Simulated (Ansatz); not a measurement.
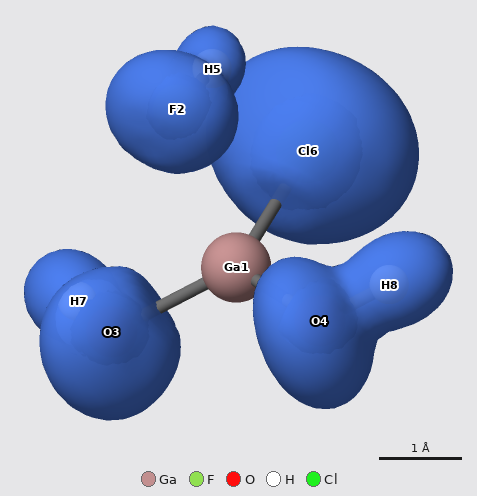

Figure. ClGaH₂O₂···HF. Isosurface of the ELF at 0.75 (blue), seen at a tilt. Core shells and regions of very low density are left out.

The product side of a reaction path; geometry: PBE0-D4/def2-TZVP; a saddle point, not a minimum.

Theory: RKS PBE0-D4/def2-TZVPP (Ansatz 0.2.0).

```xyz
8

Ga   -0.3271   -0.3478    0.0841
F     0.7215    1.6481   -0.1928
O    -1.5445   -0.2969   -1.1934
O    -0.8046   -0.2726    1.7822
H     1.5270    1.2060   -0.3895
Cl    1.6841   -1.0713   -0.4101
H    -1.1824   -0.4510   -2.0684
H    -0.0741   -0.4145    2.3878
```

Q: What do the ELF domains correspond to?

A: At this value the surface marks out one region wrapped around Cl (its valence shell), one joined region spread over several atoms (F, H), in which their bonds and any lone pairs are merged and two joined regions spread over several atoms (H, O), in which their bonds and any lone pairs are merged.

Values along the shortest contacts:
Ga1···F2 (2.27 Å): the ELF is about 0.10 at the midpoint. Ga–O (1.77 Å): the ELF peaks at about 0.85 in the valence shell of O, 0.6 Å from its nucleus, and is about 0.25 at the midpoint.
